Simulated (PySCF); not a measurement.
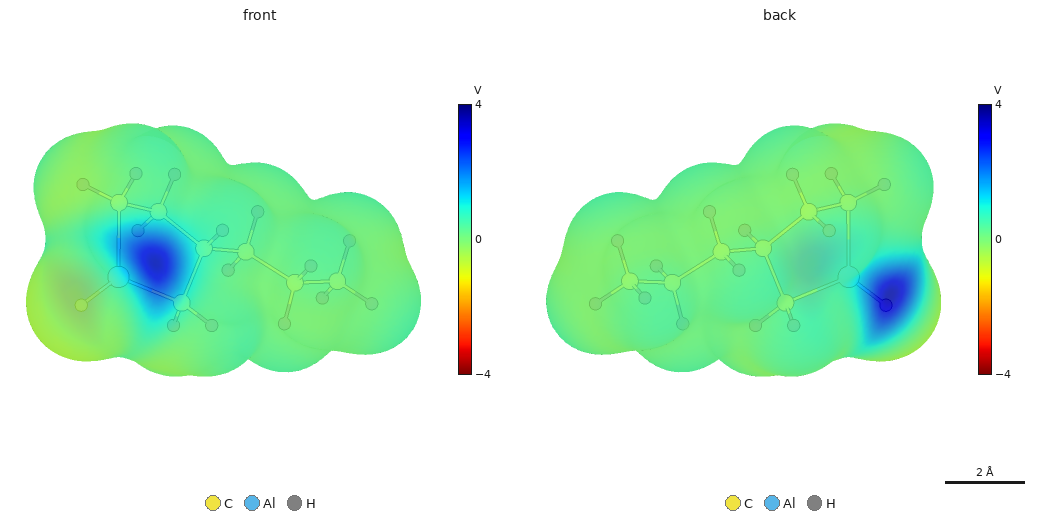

The picture shows: C₇H₁₅Al (SMILES CCC[C@H]1C[CH2][AlH][CH2]1). The molecular electrostatic potential painted on the density surface at 0.002 e/bohr³, seen from the front and from behind; red is negative and blue positive.

Geometry: GFN2-xTB.

Level of theory: PySCF, PBE0/pcSseg-1, SCF density, gas phase, non-relativistic.

Input file:

```
{"job": {"kind": "nmr", "xc": "PBE0", "basis": "pcSseg-1"}, "charge": 0, "multiplicity": 1}
C     -3.403101     0.117141     0.088496
C     -2.025049    -0.338757    -0.376139
C     -0.908015     0.430642     0.326397
C      0.489837     0.088168    -0.197354
C      1.544435     1.006725     0.452828
C      2.939023     0.787078    -0.174984
Al     2.831171    -1.203005    -0.284683
C      0.872063    -1.390797     0.040311
H     -4.183363    -0.449721    -0.414920
H     -3.551291     1.172792    -0.129670
H     -3.512123    -0.028097     1.161374
H     -1.940569    -0.190220    -1.455781
H     -1.920219    -1.406570    -0.176978
H     -0.948330     0.226235     1.399633
H     -1.082687     1.501807     0.188863
H      0.508833     0.282189    -1.278332
H      1.227200     2.049327     0.358907
H      1.585613     0.770591     1.520840
H      2.977770     1.303447    -1.143823
H      3.703473     1.268856     0.443641
H      3.917222    -2.262573    -0.557625
H      0.586312    -1.667329     1.064518
H      0.287043    -2.040944    -0.617797
```

Run with:

```sh
OMP_NUM_THREADS=1 python probes_run.py task.json out
```

Question: Which sites attract a positive test charge, and which a negative one?

Answer: A positive charge is drawn to the negative regions and a negative charge to the positive ones. The most negative region (about −0.5 V, or −12 kcal/mol for a unit charge) lies over H21, the most positive (about +3.2 V, or +74 kcal/mol for a unit charge) over Al7.

Question: How polar is the molecule by this calculation?

Answer: Its dipole moment is 0.14 D.
